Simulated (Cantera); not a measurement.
Feed: 1 mol n-butane, 0.31 mol O2, equilibrated at 520000 Pa.

Cantera equilibrium calculation (NASA polynomials, part measured and part estimated; ideal gas, pure solids and liquids). Candidate condensed phases: C, C6H6, C7H8, C8H18, H2O; 110 gas species. The numbers say what is thermodynamically allowed, not how fast it happens.

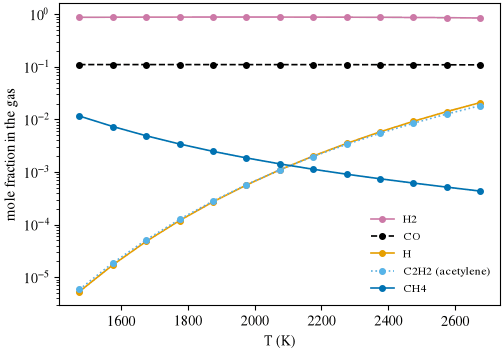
*Equilibrium gas composition (values under 1e-9 drawn at 1e-9)*

From 1475 K to 2675 K the condensed part is C(graphite). The main C-bearing gas is CO throughout.
